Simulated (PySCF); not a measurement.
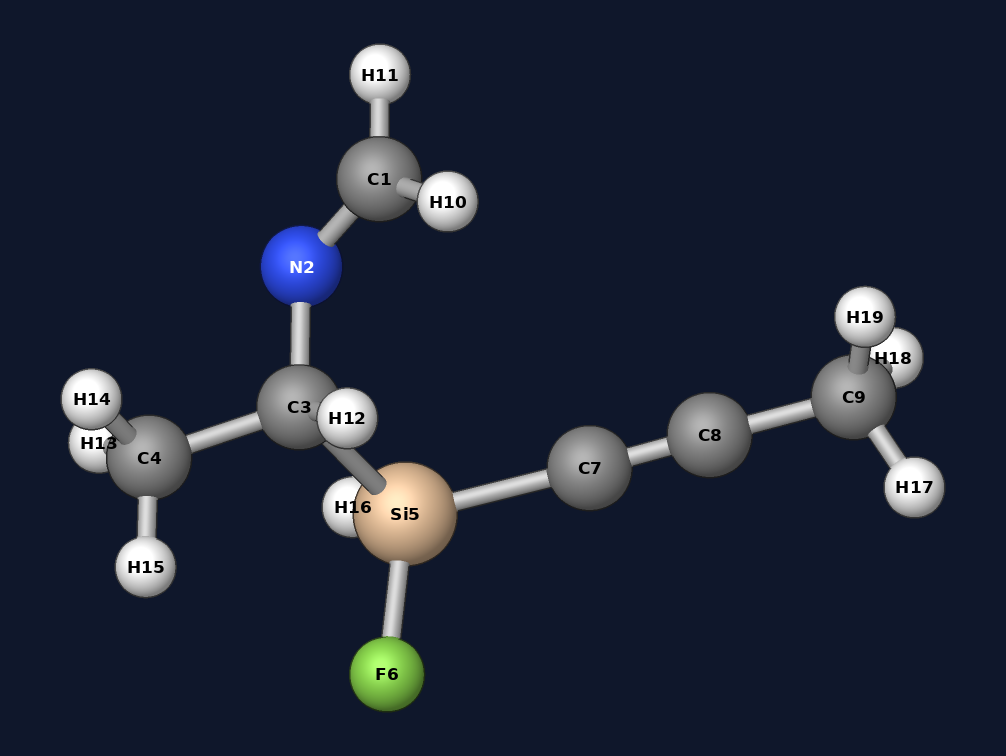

Computed geometry: GFN2-xTB optimisation. No frequency run is at hand to confirm it as a minimum. Properties computed with GIAO PBE0/pcSseg-1 NMR shielding, non-relativistic, gas phase (PySCF 2.14.0). Principal shieldings σ11 ≤ σ22 ≤ σ33, span Ω = σ33 − σ11, skew κ = 3(σiso − σ22)/Ω.

Give the shielding tensors of the Si atoms.

```
atom    σ11    σ22    σ33   σiso     Ω     κ
 Si5  345.9  358.5  400.7  368.3  54.8  0.54
```

Shieldings and span in ppm.

The geometry is semi-empirical. Around Si such bond lengths and angles can be off by a tenth of an ångström or more and by several degrees, and values that hang on the shape move with them.
